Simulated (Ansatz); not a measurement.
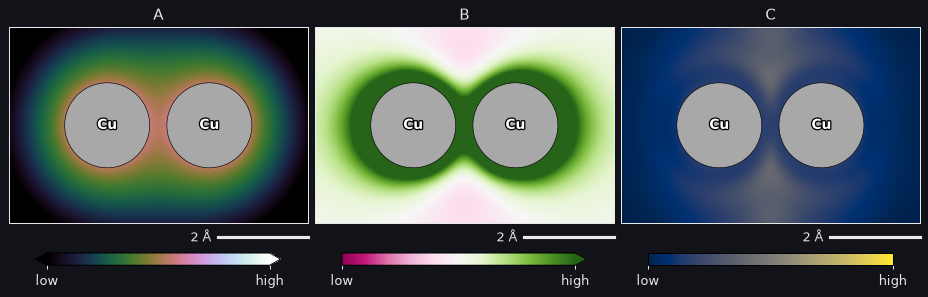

Cu2: 3 fields on a plane that holds the molecular axis, with unlabelled colour scales. Grey discs cover the atomic cores.

Geometry: PBE0-D4/def2-TZVP.

Computed with RKS PBE0-D4/def2-TZVPP (Ansatz).

```xyz
2

Cu    0.0000    0.0000   -0.0324
Cu    0.0000    0.0000    2.2521
```

The panels show electron density, electron localisation function and electrostatic potential in some order. Assign them.

Panel A: electron density. Panel B: electrostatic potential (strongly positive close to the atoms, with negative regions outside electron-rich atoms). Panel C: electron localisation function. From the grid: Cu–Cu (2.28 Å): ρ is about 0.38 e/Å³ halfway; the ELF is about 0.15 at the midpoint.
